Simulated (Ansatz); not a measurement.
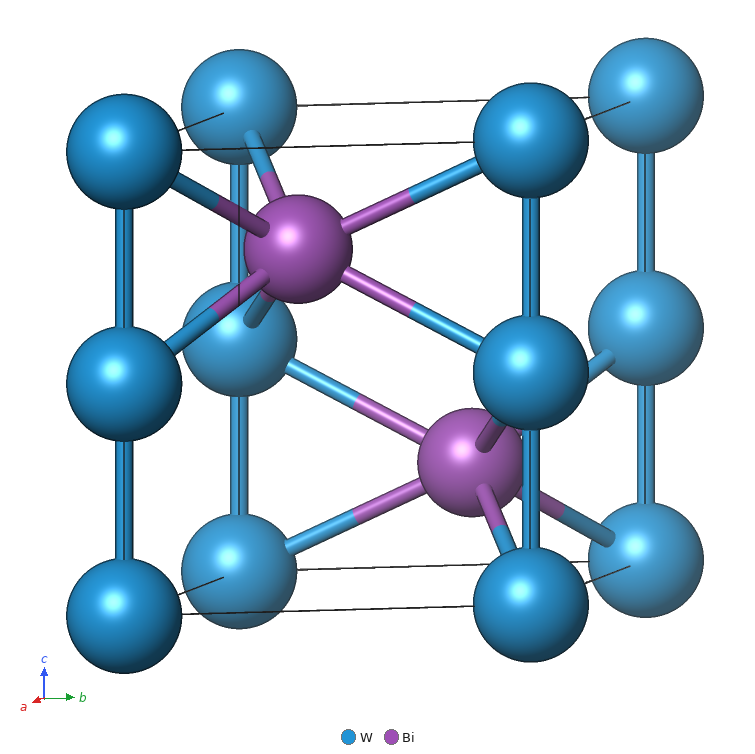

The image is a ball-and-stick drawing of a crystal, viewed slightly off an axis. The lines enclose the conventional unit cell; boundary atoms appear with their images.

BiW, nickel arsenide (NiAs) type, space group P6_3/mmc (No. 194), a = 4.626 Å, b = 4.626 Å, c = 5.153 Å, α = 90.00°, β = 90.00°, γ = 120.00°. The structure comes from a structure type filled with these elements by a generator (whether the compound takes this form wasn't checked). Earlier steps of the study, as a rule a relaxation of our own, may have changed the cell and positions, so they can lie some per cent off the listed ones. An electronic-structure calculation with Ansatz was run on it.

This one geometry was computed with Ansatz (DFT, plane waves, PAW) at four levels of theory: r2SCAN, LDA, PBE with spin-orbit coupling and PBEsol.

Which level gives the highest pressure at this volume, and what does that say about its equilibrium volume?

Highest: PBE with spin-orbit coupling (0.2 GPa), which points to the largest equilibrium volume. Lowest, with the smallest volume: LDA (-7.2 GPa). Levels within 0.5 GPa of each other can't be told apart.

How does the band gap change with the level of theory?

All levels give a metal.

Collect the results in a table.

| level | cutoff (eV) | k-mesh of the run's cell | gap (eV) | pressure (GPa) |
| --- | --- | --- | --- | --- |
| r2SCAN | 500 | 10×10×6 | metal | -2.5 |
| LDA | 420 | 10×10×6 | metal | -7.2 |
| PBE with spin-orbit coupling | 420 | 10×10×6 | metal | 0.2 |
| PBEsol | 420 | 10×10×6 | metal | -4.7 |

Gaps are taken on the k-mesh or band path of each run.
